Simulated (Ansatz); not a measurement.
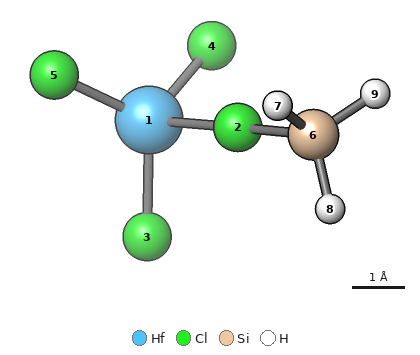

Figure 1. The structure (ball-and-stick view, seen at a tilt; atoms are numbered from 1 in the order of the input). Sticks mark near contacts. Bond lengths as drawn: Cl–Hf 2.35 to 2.71 Å, Cl–Si 2.31 Å and H–Si 1.50 Å.

Run report: HfSiH$_{3}$Cl$_{4}$, frequency calculation

HfSiH$_{3}$Cl$_{4}$, multiplicity 2, computed with UKS PBE/def2-SVP (Ansatz 0.2.0).

It belongs to a series of runs on one base structure; here: vibrations at the highest image of the band. Figures and captions count atoms from 1; the log counts them from 0 in places.

**Input file**
```yaml
crystal:
  periodic: [false, false, false]
  atoms:
    - { symbol: Hf, position_ang: [-0.001797, 1.0e-06, -0.060711] }
    - { symbol: Cl, position_ang: [-0.010313, -1.0e-05, 2.651551] }
    - { symbol: Cl, position_ang: [2.322764, 0.001092, -0.391288] }
    - { symbol: Cl, position_ang: [-1.16268, 2.00837, -0.42064] }
    - { symbol: Cl, position_ang: [-1.160788, -2.009459, -0.420652] }
    - { symbol: Si, position_ang: [0.002477, -5.0e-06, 4.961876] }
    - { symbol: H, position_ang: [-0.77146, -1.204937, 5.401388] }
    - { symbol: H, position_ang: [1.435706, -0.069364, 5.39222] }
    - { symbol: H, position_ang: [-0.651308, 1.274312, 5.400858] }
magnetization:
  spin_polarized: true
  initial_magnetization: 1
basis:
  gaussian: { orbitals: def2-SVP }
hamiltonian:
  xc: pbe
phonons: {}
```

Launch command:
```bash
ansatz run input.yaml --threads 4 --pin off --max-ram 5120MiB --backend cpu --events-out ev --progress --plain --runs-dir out
```

**What the program printed**
```
Engine: ansatz 0.2.0, x86_64-unknown-linux-gnu
Functional definition: PBE
  parameter kappa = 0.804
  parameter beta = 0.06672455060314922
  exchange = pbe_x(kappa = kappa, mu = beta*pi^2/3)
  correlation = pbe_c(beta = beta)
1464 factors; their error is unknown
mean field evaluation 1: about -59286.5560 eV, gradient 1.5e1 eV
mean field evaluation 2: about -59283.4879 eV, gradient 2.8e1 eV
mean field evaluation 4: about -59287.8864 eV, gradient 2.9e0 eV
mean field evaluation 8: about -59287.9544 eV, gradient 8.1e-2 eV
mean field evaluation 16: about -59287.8248 eV, gradient 1.4e-4 eV
mean field evaluation 32: about -59286.8127 eV, gradient 3.0e0 eV
mean field -59287.82482401 eV, -2178.7873755513 hartree, gradient 4.5e-5 eV, S^2 0.753511; 4 other end points of the search recorded, 0 dependent functions left out
the calculation of the forces begins
reference -59287.82489955 eV, -2178.7873783274 hartree; 49, 48 occupied and 88, 89 virtual orbitals, 1464 factors
these checks for a lower state are left out or cut short: stability, starts, cluster_reference, orbital_swaps, neighbouring_geometries, increment
1464 factors; their error is unknown
mean field -59287.82474631 eV, -2178.7873726958 hartree, gradient 8.4e-7 eV, S^2 0.753511; 0 other end points of the search recorded, 0 dependent functions left out
[... from here on the field's lines of each further geometry are left out, up to the last ...]
the calculation of the forces begins
reference -59287.82489540 eV, -2178.7873781748 hartree; 49, 48 occupied and 88, 89 virtual orbitals, 1464 factors
these checks for a lower state are left out or cut short: stability, starts, cluster_reference, orbital_swaps, neighbouring_geometries, increment
1464 factors; their error is unknown
mean field -59287.82481302 eV, -2178.7873751476 hartree, gradient 1.2e-6 eV, S^2 0.753511; 0 other end points of the search recorded, 0 dependent functions left out
the calculation of the forces begins
reference -59287.82488856 eV, -2178.7873779237 hartree; 49, 48 occupied and 88, 89 virtual orbitals, 1464 factors
WARN: phonons: modes at or below zero, which the zero-point energy, F, S and C_V leave out: 4, the lowest at -159.05 cm⁻¹. A minimum has none, and a first-order saddle one
Total energy: -59287.82489955 eV, -2178.7873783274 hartree
Atom 0 at    -0.001797     0.000001    -0.060711 Å, force    -0.000433    -0.000011     0.001355 eV/Å
Atom 1 at    -0.010313    -0.000010     2.651551 Å, force    -0.001528    -0.000008    -0.000765 eV/Å
Atom 2 at     2.322764     0.001092    -0.391288 Å, force    -0.000057    -0.000001     0.000488 eV/Å
Atom 3 at    -1.162680     2.008370    -0.420640 Å, force     0.000614    -0.000313    -0.000162 eV/Å
Atom 4 at    -1.160788    -2.009459    -0.420652 Å, force     0.000611     0.000325    -0.000162 eV/Å
Atom 5 at     0.002477    -0.000005     4.961876 Å, force     0.000920     0.000031    -0.003491 eV/Å
Atom 6 at    -0.771460    -1.204937     5.401388 Å, force    -0.002670    -0.004301     0.001468 eV/Å
Atom 7 at     1.435706    -0.069364     5.392220 Å, force     0.004770    -0.000222    -0.000114 eV/Å
Atom 8 at    -0.651308     1.274312     5.400858 Å, force    -0.002229     0.004499     0.001382 eV/Å
Dipole moment:    -0.000450    -0.000002     0.577896 e Å
Vibrations: -159.05 -30.62 -26.45 -25.78 80.03 82.77 83.23 95.58 95.63 209.91 356.33 378.79 379.06 435.16 435.25 766.97 896.87 896.93 2172.15 2213.03 2213.16 cm⁻¹, zero-point energy 0.730939 eV
```

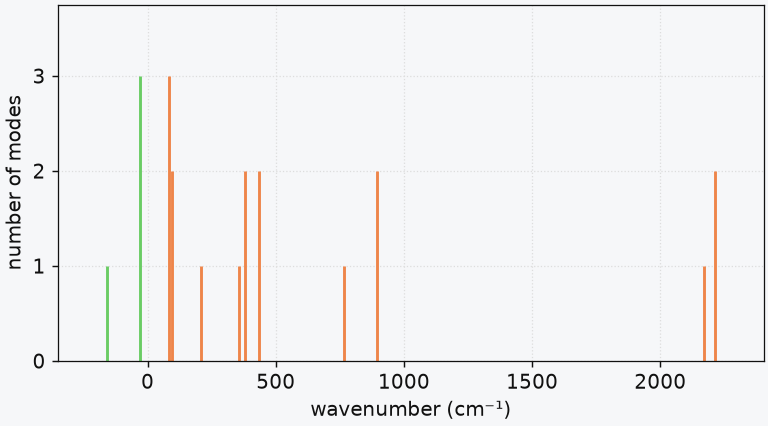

Figure 2. Harmonic vibrational wavenumbers from the force constants; neighbouring modes closer than 11 cm⁻¹ are counted in one stick, and imaginary ones are drawn at negative wavenumbers. 21 modes from 159i to 2213 cm⁻¹, 4 imaginary beyond 8i (159i, 30i, 26i, 26i cm⁻¹): not a minimum.

**Summary**

| quantity | value |
| --- | --- |
| outcome | converged |
| total energy | −59287.8249 eV |
| mean-field energy | −59287.8249 eV |
| ⟨S²⟩ | 0.754 |
| largest force (length of the vector) | 0.005 eV/Å |
| hardware | 4 threads of AMD EPYC (Zen 3), 32 GiB of memory available, shared host |
| wall time | 86 s (CPU time 5.4 min) |
| peak memory | 0.28 GiB |
